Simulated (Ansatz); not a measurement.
# Stretching the linear Mo chain

Wanted: energy, moment and open channels of the linear Mo chain from 12 % compression to 30 % stretch.

Calculated with Ansatz 0.2.0; DFT PBE, plane waves, PAW; relaxation of a chain's period, in the first sound run; inputs show where later runs differ.

## 1. The starting structure

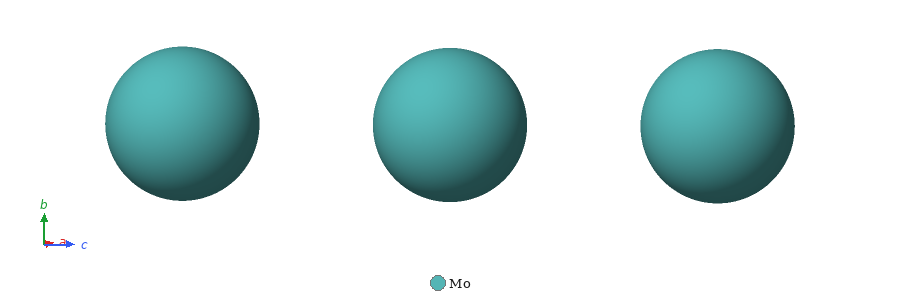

Start, viewed from the side, with the c axis across the page; molybdenum teal. 1×1×2 cells are drawn. Some periodic images of atoms are drawn too.

The cell holds 1 atom: 1 Mo. Its edges and angles: a = 7.500 Å, b = 7.500 Å, c = 2.864 Å, α = 90.0°, β = 90.0°, γ = 90.0°. Vacuum lies along a and b. The structure's axis is c.

## 2. Relaxing the period

Band widths follow the bond lengths, so the chain is relaxed first. The atoms and the third cell vector are free; the box across stays fixed as vacuum. Moments are seeded so that a magnetic state can form if it lies lower. A Fermi-Dirac smearing is set since the result may be a metal. The pressure printed is a third of the stress's trace over the whole box, vacuum included; only the stress along the axis is relaxed.

Contents of input.yaml:

```yaml
crystal:
  lattice:
    - [7.5, 0.0, 0.0]
    - [0.0, 7.5, 0.0]
    - [0.0, 0.0, 2.8644]
  atoms:
    - { symbol: Mo, position: [0.5, 0.5, 0.0], spin: 3.0 }
magnetization:
  spin_polarized: true
kpoints:
  mp_grid: { grid: [1, 1, 28] }
scf:
  occupations: { method: fermi_dirac, width: 0.05 }
hamiltonian:
  xc: pbe
relax:
  cell: { fix: [a, b, alpha, beta, gamma] }
  max_steps: 60
```

The run is started by

```console
ansatz run input.yaml --threads 4 --pin off --max-ram 8192MiB --backend cpu --events-out ev --progress --plain --runs-dir out
```

Numbers of over 12 decimals in the logs are rounded to 6 here.

Output:

```text
Engine: ansatz 0.2.0, aarch64-unknown-linux-gnu
Pseudopotentials: kind: paw
Pseudopotential: Mo, paw, valence charge 14, recommended cutoff 420 eV (normal), Mo.paw.azcp
Functional definition: PBE
  parameter kappa = 0.804
  parameter beta = 0.066725
  exchange = pbe_x(kappa = kappa, mu = beta*pi^2/3)
  correlation = pbe_c(beta = beta)
Crystal: 1 atoms, lattice volume = 161.123 Å³
Basis set: ecut = 420 eV, 3145 PW (Γ), exchange–correlation on 108×108×40 points (8 copies of the dense FFT grid, shifted against one another)
Bands: 13, of which v1, the nominal top of the filled ones, is band 7 counted from 1 (6 counted from 0)
Symmetry: 16 space group operations
Space group: P4/mmm (ITA 123), of the structure as read, at distance tolerance 5.4e-5 Å
Magnetic group: BNS 123.339 (UNI 999), of the structure as read, at distance tolerance 5.4e-5 Å
k-points: 15 of 28
Non-local potential: Mo, projectors of the file, l = 0: 3, l = 1: 2, l = 2: 2, l = 3: 1
PAW form: soft (Blöchl's): semilocal exchange-correlation on the pseudo side does not see the compensation charge
PAW one-centre angular grid: Mo, 590 points (default); XC on 64 Gauss nodes
Initial density: superposition of atomic densities (neutral atoms: chi_scale 0, normalization atom)
Starting moments: Σ|m| = 3 μB on 1 of 1 site
Initial wavefunctions: pseudopotential atomic-orbital guess
Functional: x = pbe(κ = 0.804, μ = 0.219515), c = pbe(β = 0.066725)
iter 1 solved again at ethr=2.65e-3 eV; its pass at ethr=3.10e-3 eV (dr2=3.70e-1 eV) is discarded
SCF iter   1: F=—  HF=-4950.355271 eV  |F-HF|=—  |Δ(HF+E_count)|=         —  Δρ=1.31e-2 (↑1.07e-2 ↓1.31e-2)  dr2=3.75e-1  dr2_m=1.47e-1  M=3.394 μB ∫|m|=3.394 μB  β_m=0.30  ethr=2.65e-3  ⟨swp⟩=1.0  Hψ=2622  notcnv=0
Mixer restart at iter 1: flushing history
preconditioner: auto → LDOS  [metal: Δε(μ)=0.043 eV  Ē_g=4.020 eV  σ=0.050 eV  W_gap=0.21  n_scr=12 (ndim 8)  ℏωp=7.2 eV  f_vac=0.605  D(μ)=3.92/eV (n_scr^D=20)]
spin=Collinear: LDOS preconditioning applied to the charge; magnetization (m = ρ↑ − ρ↓) channel mixes plain (no charge-response kernel on spin).
SCF iter   2: F=—  HF=-4950.336994 eV  |F-HF|=—  |Δ(HF+E_count)|=   1.83e-2  Δρ=1.00e-2 (↑8.42e-3 ↓1.00e-2)  dr2=2.08e-1  dr2_m=9.08e-2  M=3.499 μB ∫|m|=3.499 μB  β_m=0.65  ethr=2.65e-3  ⟨swp⟩=1.8  Hψ=505  notcnv=0
SCF iter   3: F=—  HF=-4950.445785 eV  |F-HF|=—  |Δ(HF+E_count)|=         —  Δρ=3.64e-3 (↑3.64e-3 ↓3.55e-3)  dr2=1.07e-2  dr2_m=1.23e-2  M=3.848 μB ∫|m|=3.848 μB  β_m=0.65  ethr=1.48e-3  ⟨swp⟩=3.0  Hψ=815  notcnv=0
Mixer restart at iter 3: flushing history
SCF iter   4: F=—  HF=-4950.462605 eV  |F-HF|=—  |Δ(HF+E_count)|=   1.68e-2  Δρ=2.08e-3 (↑2.08e-3 ↓2.01e-3)  dr2=3.79e-3  dr2_m=4.34e-3  M=3.905 μB ∫|m|=3.905 μB  β_m=0.82  ethr=7.61e-5  ⟨swp⟩=2.7  Hψ=774  notcnv=0  defer=2
SCF iter   5: F=—  HF=-4950.470091 eV  |F-HF|=—  |Δ(HF+E_count)|=   7.49e-3  Δρ=6.16e-4 (↑5.98e-4 ↓6.16e-4)  dr2=1.58e-4  dr2_m=4.80e-4  M=4.022 μB ∫|m|=4.022 μB  β_m=0.91  ethr=2.71e-5  ⟨swp⟩=2.5  Hψ=726  notcnv=0  defer=2
SCF iter   6: F=—  HF=-4950.470951 eV  |F-HF|=—  |Δ(HF+E_count)|=   8.60e-4  Δρ=4.49e-4 (↑4.49e-4 ↓4.31e-4)  dr2=1.33e-4  dr2_m=2.56e-4  M=4.088 μB ∫|m|=4.088 μB  β_m=0.96  ethr=1.13e-6  ⟨swp⟩=2.2  Hψ=764  notcnv=0  defer=2
SCF iter   7: F=—  HF=-4950.471329 eV  |F-HF|=—  |Δ(HF+E_count)|=   3.79e-4  Δρ=3.23e-4 (↑2.87e-4 ↓3.23e-4)  dr2=7.41e-5  dr2_m=1.15e-4  M=4.127 μB ∫|m|=4.127 μB  β_m=0.98  ethr=9.48e-7  ⟨swp⟩=2.3  Hψ=690  notcnv=0  defer=2
SCF iter   8: F=—  HF=-4950.471817 eV  |F-HF|=—  |Δ(HF+E_count)|=   4.87e-4  Δρ=7.76e-5 (↑7.76e-5 ↓5.50e-5)  dr2=7.79e-6  dr2_m=2.22e-6  M=4.213 μB ∫|m|=4.213 μB  β_m=0.99  ethr=5.30e-7  ⟨swp⟩=2.3  Hψ=774  notcnv=0  defer=2
SCF iter   9: F=—  HF=-4950.471823 eV  |F-HF|=—  |Δ(HF+E_count)|=   6.51e-6  Δρ=2.32e-5 (↑2.32e-5 ↓2.23e-5)  dr2=1.64e-6  dr2_m=8.70e-8  M=4.216 μB ∫|m|=4.216 μB  β_m=0.88  ethr=5.56e-8  ⟨swp⟩=2.1  Hψ=667  notcnv=0  defer=2
SCF iter  10: F=—  HF=-4950.471824 eV  |F-HF|=—  |Δ(HF+E_count)|=   1.14e-6  Δρ=6.17e-6 (↑6.17e-6 ↓5.70e-6)  dr2=8.58e-8  dr2_m=3.49e-9  M=4.216 μB ∫|m|=4.216 μB  β_m=0.94  ethr=1.17e-8  ⟨swp⟩=2.2  Hψ=567  notcnv=0  defer=2
SCF iter  11: F=-4950.471825 eV  HF=-4950.471825 eV  |F-HF|=1.35e-8  |Δ(HF+E_count)|=   2.36e-7  Δρ=1.03e-6 (↑1.03e-6 ↓1.01e-6)  dr2=1.92e-9  dr2_m=6.77e-10  M=4.215 μB ∫|m|=4.215 μB  ethr=6.13e-10  ⟨swp⟩=2.0  Hψ=1328  notcnv=0
SCF 1 converged in 11 iterations: F = -4950.471825 eV  dr2 = 1.92e-9
  greatest PAW one-centre occupation: 0.999 electrons in one spin orbital (limit 2), on the Mo atom at site 0 (counted from 0), in its partial waves of l = 0
relax step   1: F+E_penalty+E_count = -4950.47182462 eV  Δ(F+E_penalty+E_count) = +0.000e0 eV  max|allowed force component| = 0.000e0 eV/Å  Δτ_max = 0.0000 Å  P = -1.050 GPa  Ω = 161.123 Å³  fix = [a, b, alpha, beta, gamma]  reactions: a -0.179, b -0.179 GPa  (11 SCF iters, dr2 threshold 1.00e-7 eV, accepted)
Crystal: 1 atoms, lattice volume = 153.446 Å³
Basis set: ecut = 420 eV, 3057 PW (Γ), exchange–correlation on 108×108×40 points (8 copies of the dense FFT grid, shifted against one another)
Initial density: handed on by an earlier stage of this run
Starting moments: Σ|m| = 3 μB on 1 of 1 site; this step starts from the density that it was given
Initial wavefunctions: those handed on with the density
iter 1 solved again at ethr=1.71e-4 eV; its pass at ethr=3.10e-3 eV (dr2=2.40e-2 eV) is discarded
SCF iter   1: F=—  HF=-4950.688230 eV  |F-HF|=—  |Δ(HF+E_count)|=         —  Δρ=8.63e-3 (↑8.54e-3 ↓8.63e-3)  dr2=2.43e-2  dr2_m=9.60e-2  M=3.593 μB ∫|m|=3.593 μB  β_m=0.30  ethr=1.71e-4  ⟨swp⟩=1.1  Hψ=2851  notcnv=0
preconditioner: auto → LDOS  [metal: Δε(μ)=0.058 eV  Ē_g=4.471 eV  σ=0.050 eV  W_gap=0.27  n_scr=12 (ndim 8)  ℏωp=7.3 eV  f_vac=0.631  D(μ)=2.00/eV (n_scr^D=8)]
spin=Collinear: LDOS preconditioning applied to the charge; magnetization (m = ρ↑ − ρ↓) channel mixes plain (no charge-response kernel on spin).
SCF iter   2: F=—  HF=-4950.681588 eV  |F-HF|=—  |Δ(HF+E_count)|=   6.64e-3  Δρ=6.55e-3 (↑6.55e-3 ↓6.54e-3)  dr2=1.51e-2  dr2_m=5.59e-2  M=3.553 μB ∫|m|=3.553 μB  β_m=0.65  ethr=1.71e-4  ⟨swp⟩=2.0  Hψ=526  notcnv=0
SCF iter   3: F=—  HF=-4950.670899 eV  |F-HF|=—  |Δ(HF+E_count)|=   1.07e-2  Δρ=7.60e-4 (↑7.60e-4 ↓7.42e-4)  dr2=3.92e-4  dr2_m=5.32e-4  M=3.466 μB ∫|m|=3.466 μB  β_m=0.71  ethr=1.08e-4  ⟨swp⟩=2.6  Hψ=784  notcnv=0
[...]
relax step   5: F+E_penalty+E_count = -4951.30226839 eV  Δ(F+E_penalty+E_count) = -2.319e-1 eV  max|allowed force component| = 0.000e0 eV/Å  Δτ_max = 0.0000 Å  P = -1.681 GPa  Ω = 129.882 Å³  energy of the carried Pulay correction = +9.101e-4 eV  fix = [a, b, alpha, beta, gamma]  reactions: a -0.280, b -0.280 GPa  (19 SCF iters, dr2 threshold 1.00e-7 eV, accepted)
[...]
relax step   6: F+E_penalty+E_count = -4951.38861464 eV  Δ(F+E_penalty+E_count) = -8.635e-2 eV  max|allowed force component| = 0.000e0 eV/Å  Δτ_max = 0.0000 Å  P = +0.661 GPa  Ω = 122.027 Å³  energy of the carried Pulay correction = +1.172e-3 eV  fix = [a, b, alpha, beta, gamma]  reactions: a -0.291, b -0.291 GPa  (10 SCF iters, dr2 threshold 1.00e-7 eV, accepted)
[...]
relax step   7: F+E_penalty+E_count = -4951.40083758 eV  Δ(F+E_penalty+E_count) = -1.222e-2 eV  max|allowed force component| = 0.000e0 eV/Å  Δτ_max = 0.0000 Å  P = -0.537 GPa  Ω = 124.887 Å³  energy of the carried Pulay correction = +1.075e-3 eV  fix = [a, b, alpha, beta, gamma]  reactions: a -0.283, b -0.283 GPa  (9 SCF iters, dr2 threshold 1.00e-7 eV, accepted)
[...]
relax step   8: F+E_penalty+E_count = -4951.40384276 eV  Δ(F+E_penalty+E_count) = -3.005e-3 eV  max|allowed force component| = 0.000e0 eV/Å  Δτ_max = 0.0000 Å  P = -0.170 GPa  Ω = 123.935 Å³  energy of the carried Pulay correction = +1.107e-3 eV  fix = [a, b, alpha, beta, gamma]  reactions: a -0.285, b -0.285 GPa  (9 SCF iters, dr2 threshold 1.00e-7 eV, accepted)
[...]
relax step   9: F+E_penalty+E_count = -4951.40385049 eV  Δ(F+E_penalty+E_count) = -7.738e-6 eV  max|allowed force component| = 0.000e0 eV/Å  Δτ_max = 0.0000 Å  P = -0.190 GPa  Ω = 123.986 Å³  energy of the carried Pulay correction = +1.105e-3 eV  fix = [a, b, alpha, beta, gamma]  reactions: a -0.285, b -0.285 GPa  (7 SCF iters, dr2 threshold 9.16e-9 eV, accepted)
Basis set: ecut = 420 eV, 2447 PW (Γ), exchange–correlation on 108×108×30 points (8 copies of the dense FFT grid, shifted against one another)
Initial wavefunctions: pseudopotential atomic-orbital guess (no wavefunctions were taken with the density)
iter 1 solved again at ethr=1.36e-7 eV; its pass at ethr=3.10e-3 eV (dr2=1.91e-5 eV) is discarded
SCF iter   1: F=—  HF=-4951.403330 eV  |F-HF|=—  |Δ(HF+E_count)|=         —  Δρ=5.89e-5 (↑5.89e-5 ↓5.89e-5)  dr2=2.04e-6  dr2_m=2.08e-11  M=-0.000 μB ∫|m|=0.000 μB  β_m=0.65  ethr=1.36e-7  ⟨swp⟩=3.7  Hψ=3486  notcnv=0
preconditioner: auto → Resta (q_TF=auto, 1.897 Å⁻¹)  ε∞=2.9  [insulator: Δε(μ)=0.161 eV  Ē_g=5.895 eV  σ=0.050 eV  W_gap=0.51  n_scr=20 (ndim 8)  ℏωp=8.2 eV  f_vac=0.629  D(μ)=2.46/eV (n_scr^D=20)  ε∞_Penn≈2.9  vacuum switching on, ρ_ref=2.5e-3 e/Å³]
spin=Collinear: Resta preconditioning applied to the charge; magnetization (m = ρ↑ − ρ↓) channel mixes plain (no charge-response kernel on spin).
SCF iter   2: F=—  HF=-4951.403332 eV  |F-HF|=—  |Δ(HF+E_count)|=   2.01e-6  Δρ=2.11e-5 (↑2.11e-5 ↓2.11e-5)  dr2=2.67e-7  dr2_m=1.33e-11  M=-0.000 μB ∫|m|=0.000 μB  β_m=0.61  ethr=1.46e-8  ⟨swp⟩=2.0  Hψ=602  notcnv=0
SCF iter   3: F=—  HF=-4951.403333 eV  |F-HF|=—  |Δ(HF+E_count)|=   4.43e-7  Δρ=3.53e-6 (↑3.52e-6 ↓3.53e-6)  dr2=7.29e-9  dr2_m=5.77e-12  M=-0.000 μB ∫|m|=0.000 μB  β_m=0.65  ethr=1.91e-9  ⟨swp⟩=2.1  Hψ=494  notcnv=0
SCF iter   4: F=—  HF=-4951.403333 eV  |F-HF|=—  |Δ(HF+E_count)|=   2.07e-8  Δρ=5.39e-7 (↑5.39e-7 ↓5.28e-7)  dr2=5.43e-10  dr2_m=2.71e-12  M=-0.000 μB ∫|m|=0.000 μB  β_m=0.82  ethr=5.21e-11  ⟨swp⟩=2.5  Hψ=596  notcnv=0
SCF iter   5: F=—  HF=-4951.403333 eV  |F-HF|=—  |Δ(HF+E_count)|=   3.25e-8  Δρ=1.28e-7 (↑1.28e-7 ↓9.90e-8)  dr2=8.58e-11  dr2_m=8.57e-13  M=-0.000 μB ∫|m|=0.000 μB  β_m=0.91  ethr=3.88e-12  ⟨swp⟩=2.4  Hψ=587  notcnv=0
SCF iter   6: F=—  HF=-4951.403333 eV  |F-HF|=—  |Δ(HF+E_count)|=  2.47e-10  Δρ=2.41e-8 (↑2.41e-8 ↓2.00e-8)  dr2=1.44e-12  dr2_m=1.44e-13  M=-0.000 μB ∫|m|=0.000 μB  β_m=0.96  ethr=1.00e-12  ⟨swp⟩=2.2  Hψ=507  notcnv=0
SCF iter   7: F=-4951.403333 eV  HF=-4951.403333 eV  |F-HF|=9.09e-13  |Δ(HF+E_count)|=  9.09e-13  Δρ=1.16e-8 (↑8.61e-9 ↓1.16e-8)  dr2=7.88e-13  dr2_m=2.05e-14  M=-0.000 μB ∫|m|=0.000 μB  ethr=1.00e-12  ⟨swp⟩=3.9  Hψ=1356  notcnv=0
the starting moments were not kept: the SCF closed with an absolute magnetisation of 9.6e-7 μB, where they sum to 3 μB in size (1 site). That is at most 0.1 of that sum. Measured as dr2_m measures the in/out step, that magnetisation stands 1.5e-13 eV from none, at or under the dr2_threshold of 1.0e-11 eV: it is no larger than a step whose dr2_m would equal this threshold.
SCF 10 converged in 7 iterations: F = -4951.403333 eV  dr2 = 7.88e-13
relax step  10: F+E_penalty+E_count = -4951.40333279 eV  Δ(F+E_penalty+E_count) = +5.177e-4 eV  max|allowed force component| = 0.000e0 eV/Å  Δτ_max = 0.0000 Å  P = -0.193 GPa  Ω = 123.986 Å³  fix = [a, b, alpha, beta, gamma]  reactions: a -0.287, b -0.287 GPa  stress off target by 4.76e-3 GPa on what of the cell is left free  SCF on the basis re-selected at this cell (its energy is not comparable with the rows above)  (7 SCF iters)
basis re-selected at this cell: Δ(F+E_penalty+E_count) = +5.177e-4 eV, ΔP = -0.002 GPa vs the last step (what re-selecting the basis moved, of the pressure what is left beyond the Pulay correction that the steps carried, after the strain that the cell walked since its last selection, with what the two solves' SCF thresholds leave and, on support functions, any second-order correction that the steps lacked; it is no measure of the basis error at this ecutwfc). The dense FFT grid was sized anew with the basis: this SCF ran on 54×54×15 points, the steps before it on 54×54×20, so part of this shift can come from that change (see relax.cell in the input reference). [rest of the remark cut]
SCF converged after 7 iterations
Magnetization: -0.0000 μB (7.0000 up, 7.0000 down)
Absolute magnetization: 0.0000 μB (∫|ρ↑−ρ↓|, with the PAW one-centre terms)
Spin contamination: 0.0000 ħ² per cell (⟨S²⟩ above its minimum at these occupations)
Per-site moments (μB) at R_I (Å): [(-4.438187463458546e-7, 0.909227)]
Free energy (F): -4951.403333 eV
Harris-Foulkes:  -4951.403333 eV  (|F-HF|=9.09e-13)
Internal energy: -4951.383347 eV  (E = F + TS)
E sigma→0 (E₀):  -4951.393340 eV
Entropy (-TS):   -0.019986 eV (-19.986 meV/atom)
Fermi energy:    -1.342179 eV
--- Per-component energies (eV) ---
  E_band       = -358.214091
  E_kinetic    = 442.004695
  E_local      = -3222.833854  (includes V_loc(G=0)·N_el)
  E_nonlocal   = 148.833979
  E_hartree    = 1322.196788
  E_xc         = -179.686221
  E_vxc        = -223.758667  (∫ρ·V_xc dr)
  E_paw        = -3203.351863  (= ΣΔE_a)
  E_vpaw       = -146.853913  (= ΣTr[D̂ρ^β])
  E_aug_tail   = 0.000043  (compensation charges beyond the density's cutoff)
  E_ewald      = -258.546915
  E_smearing   = -0.019986  (= −TS)
  E_closure    = 0.000000  (closes the sum)
  Σ components = -4951.403333   (vs F -4951.403333, Δ=0.00e0)
--- Forces (eV/Å), atoms counted from 1 ---
  atom   1  Mo     0.00000000     0.00000000     0.00000000
  max |Σ_I F_I| component: 1.01e-28 eV/Å
--- Stress (GPa, compression-positive) ---
       -0.286837       0.000000       0.000000
        0.000000      -0.286837       0.000000
        0.000000       0.000000      -0.004755
  P = ⅓ Tr σ = -0.1928 GPa (-1.928 kbar)
--- Relaxed structure (9 steps of the walk, 9 accepted, 1 SCFs on fresh bases) ---
  F+E_penalty+E_count = -4951.40333279 eV   max|allowed force component| = 0.000e0 eV/Å   (the final SCF, on the basis selected at the relaxed cell)
  cell:  # Å, volume = 123.9855 Å³
    - [7.5, 0.0, 0.0]
    - [0.0, 7.5, 0.0]
    - [0.0, 0.0, 2.204187]
  atoms:
    - { symbol: Mo, position: [0.5, 0.5, 0.0] }
```

Wall time 14 s (4 threads of Arm Neoverse V1, shared host); peak memory 0.38 GiB.

Relaxation path:

| step | energy less that of the first step (eV) | largest force component (eV/Å) | pressure (GPa) | volume (Å³) |
| --- | --- | --- | --- | --- |
| 1 | 0.0000 | 0.0000 | -1.05 | 161.12 |
| 2 | -0.2002 | 0.0000 | -1.57 | 153.45 |
| 3 | -0.4110 | 0.0000 | -1.63 | 145.59 |
| 4 | -0.5986 | 0.0000 | -1.22 | 137.74 |
| 5 | -0.8304 | 0.0000 | -1.68 | 129.88 |
| 6 | -0.9168 | 0.0000 | 0.66 | 122.03 |
| 7 | -0.9290 | 0.0000 | -0.54 | 124.89 |
| 8 | -0.9320 | 0.0000 | -0.17 | 123.94 |
| 9 | -0.9320 | 0.0000 | -0.19 | 123.99 |
| 10* | -0.9315 | 0.0000 | -0.19 | 123.99 |

Relaxation steps marked * repeat the geometry before them on a plane-wave basis chosen anew for their cell, so energy and pressure can jump there.

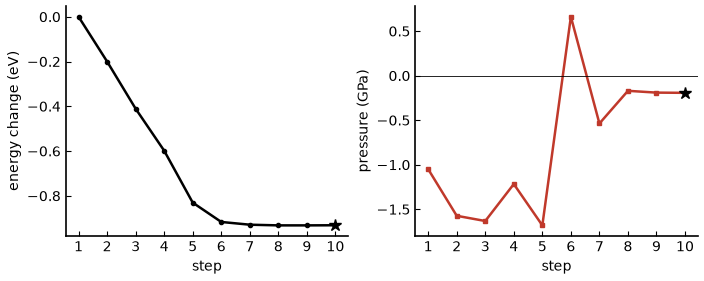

Energy and pressure along the relaxation. Stars mark steps on a basis chosen anew.

| cell as run | before | after | change |
| --- | --- | --- | --- |
| c (Å) | 2.864 | 2.204 | -23.0 % |

Final coordinates:

```xyz
1
Lattice="7.5000 0.0000 0.0000 0.0000 7.5000 0.0000 0.0000 0.0000 2.2042" Properties=species:S:1:pos:R:3
Mo    3.7500    3.7500    0.0000
```

Numbers from this step:

| Quantity | Value |
| --- | --- |
| energy at zero smearing | -4951.3933 eV |
| cell length along the wire | 2.204 Å |

The cell's length comes to 2.204 Å with no moment. That is -23 % against the start, more than a small adjustment.

The cell shrank by 23.0 % in its periodic edges.

[end of part 1 of 3]

[Logs are printed without paths, hosts, clocks, repeated set-up lines and the standing remarks that a program may print on its own settings, such as how far it seeks lower states.]

[Hosts, paths, dates, database ids (printed as entryN), source tags and the programs' standing remarks are cut or masked in the printed files.]
